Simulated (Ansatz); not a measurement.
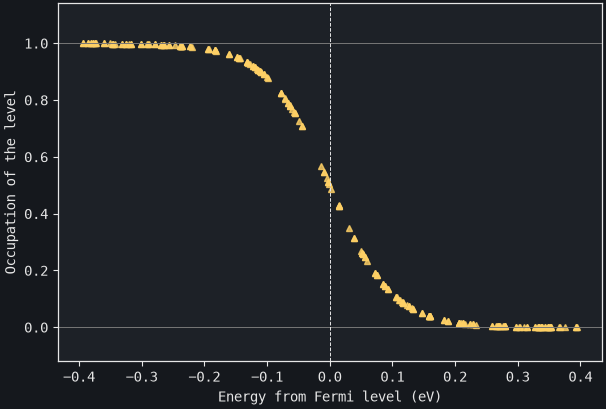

Occupations of the one-electron levels of the k mesh against their energy, from a run on NbP$_{3}$Pd$_{2}$, space group P1, 12 atoms in the cell, PrCu3Pd2-44 type type, with Ansatz.

Question: Name the smearing function and its width.

Answer: Fermi-Dirac smearing with a width of 0.05 eV. The occupations stay between 0 and 1 and have long exponential tails; the slope at the Fermi level is 1/(4 × width).
